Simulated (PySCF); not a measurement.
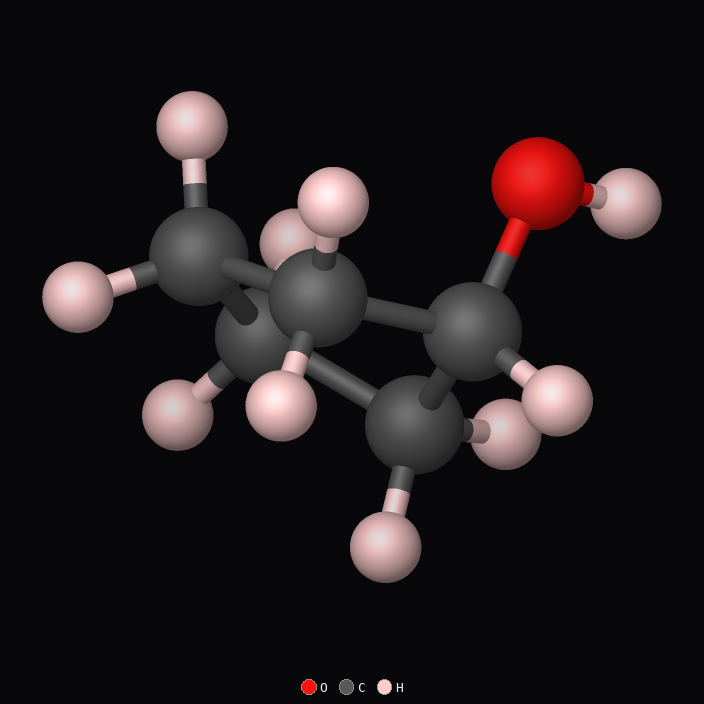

Computed geometry: PBE0-D3(BJ)/def2-SVP optimisation. No frequency run is at hand to confirm it as a minimum.

What does the picture show?

Formula C₅H₁₀O. Its SMILES string is `OC1CCCC1`. Independent rings (smallest set): 1 of 5 members. Among its groups: alcohol. The point group is C1. Coordination: 1 O bent; 5 C tetrahedral.

The parts below concern this one geometry. Atoms keep their numbers from picture to picture.

## Shape

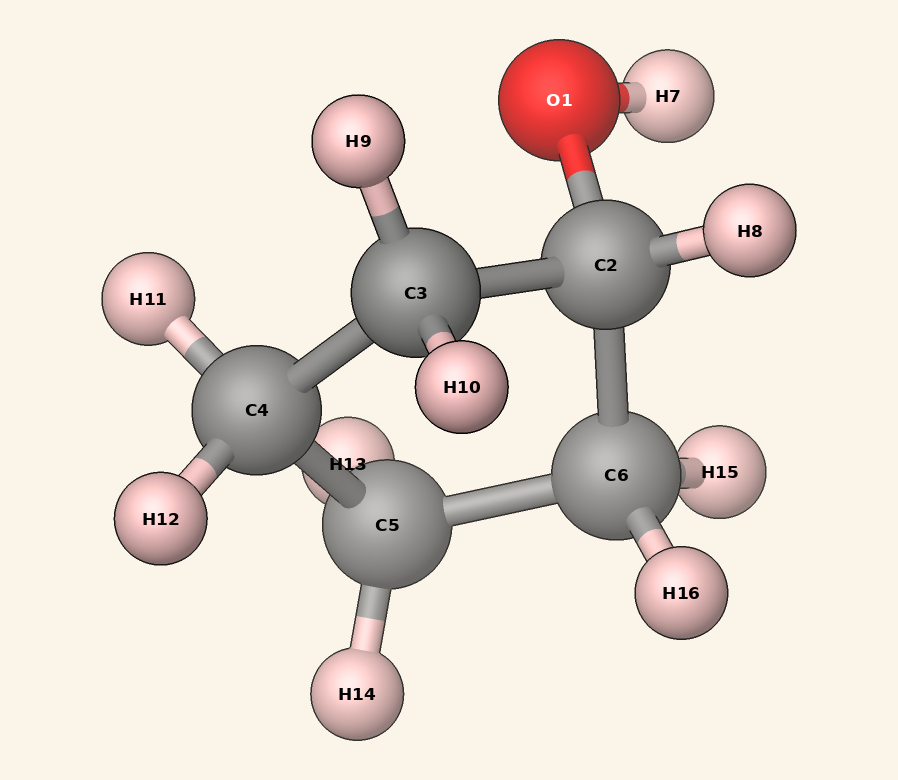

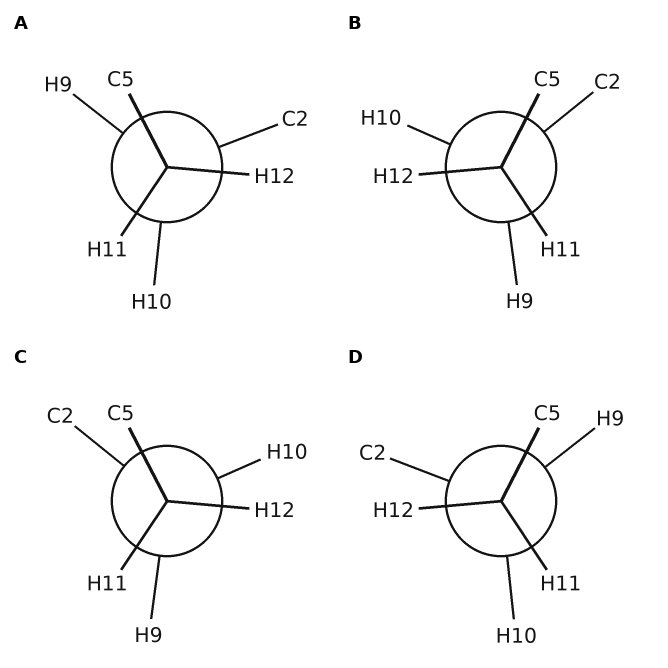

Depth is shown by fading: the farther an atom, the more it takes the colour of the background. Bonds that would overlap in a projection are set slightly apart. No frequency run is at hand to confirm it as a minimum.

Question: Which Newman projection shows the view along C4–C3, with C4 in front?

Answer: B. The torsion angle C5–C4–C3–C2 is 24°, synperiplanar.

## Electronic properties

No frequency run is at hand to confirm it as a minimum. Properties computed with B3LYP/pcJ-1, gas phase (PySCF 2.14.0).

Question: What is the dipole moment?

Answer: 1.51 D.

Question: Give the HOMO energy (Kohn–Sham orbital) at this level.

Answer: −7.42 eV.

Question: What is the LUMO energy (Kohn–Sham orbital)?

Answer: 0.84 eV.

## Ring current

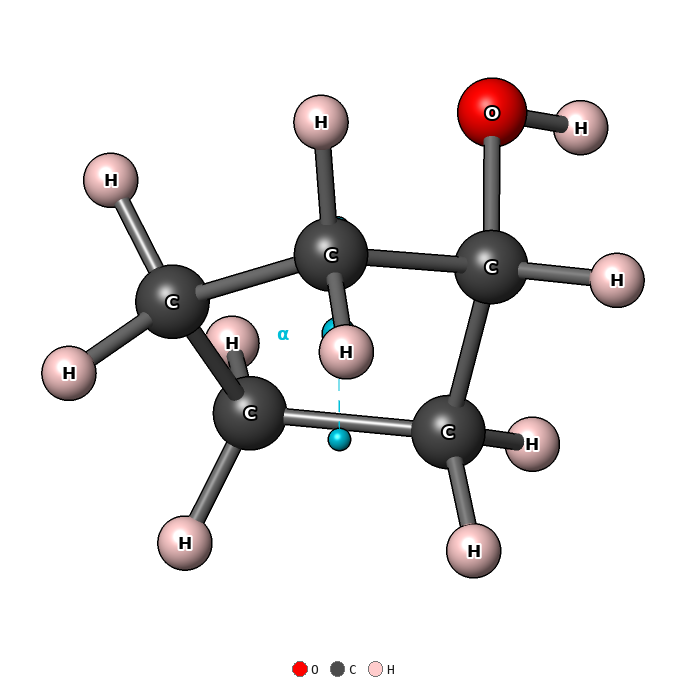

The small points mark where nucleus-independent chemical shifts (NICS) were computed: at the centre of each lettered ring and 1 Å above and below it. No frequency run is at hand to confirm it as a minimum. Level of theory: GIAO PBE0/pcSseg-1 NMR shielding, non-relativistic, gas phase (PySCF 2.14.0).

Give NICS(0), NICS(1) and the out-of-plane component NICS(1)zz for each ring (means of the two sides).

```csv
ring,members,NICS(0),NICS(1),NICS(1)zz
α,C5,−5.1,−3.7,−5.2
```

Values in ppm.

Question: What do the values say about the ring currents?

Answer: Ring α: weak, as in a non-aromatic ring. NICS is one index among several.

## NMR shielding

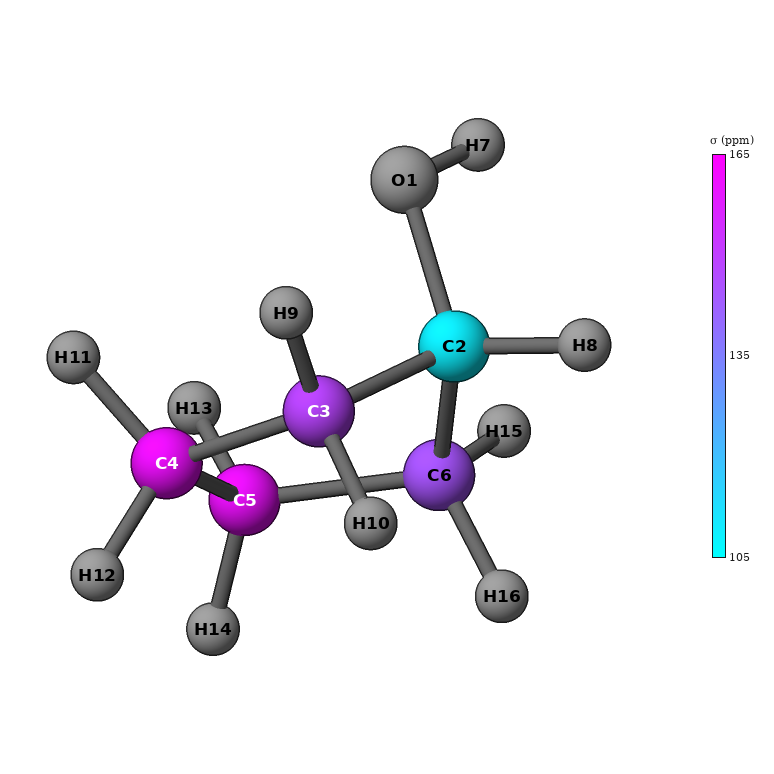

Atoms are coloured by their isotropic NMR shieldings (C only, the others grey). No frequency run is at hand to confirm it as a minimum. Method: GIAO PBE0/pcSseg-1 NMR shielding, non-relativistic, gas phase (PySCF 2.14.0).

Question: Which C atom is the most shielded (lowest chemical shift)?

Answer: C4 (161.2 ppm).

Question: Which C atom is the least shielded (highest chemical shift)?

Answer: C2 (108.7 ppm).

Question: How wide is the range of C shifts?

Answer: 52.5 ppm.

Give the isotropic NMR shieldings of the C atoms atom by atom.

```csv
atom,σ (ppm)
C2,108.7
C3,148.8
C4,161.2
C5,161.0
C6,144.6
```
